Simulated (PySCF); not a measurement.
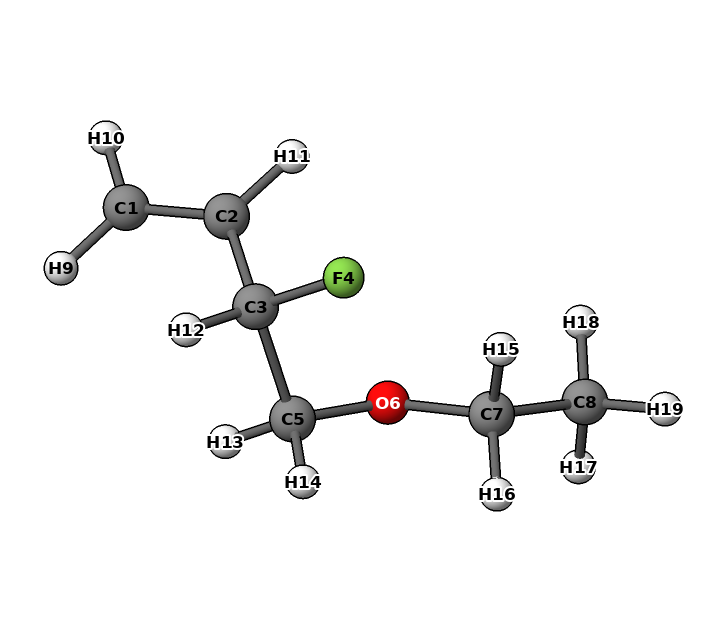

The questions are on Mulliken spin populations. Charge +1, doublet. Computed geometry: GFN2-xTB optimisation. No frequency run is at hand to confirm it as a minimum. Method: UKS B3LYP, pcH-1 on C F H O, non-relativistic (PySCF 2.14.0).

**Which atom carries the largest spin population?**

O6 (0.36 e).

**Which atom has the lowest spin population?**

H9, H10 (−0.01 e).

Give the Mulliken spin populations atom by atom.

```csv
atom,value (e)
C1,0.22
C2,0.08
C3,0.08
F4,0.04
C5,0.05
O6,0.36
C7,0.00
C8,0.00
H9,−0.01
H10,−0.01
H11,0.00
H12,0.03
H13,0.01
H14,0.02
H15,0.07
H16,0.03
H17,0.01
H18,0.00
H19,0.00
```

Mulliken values depend strongly on the basis set.
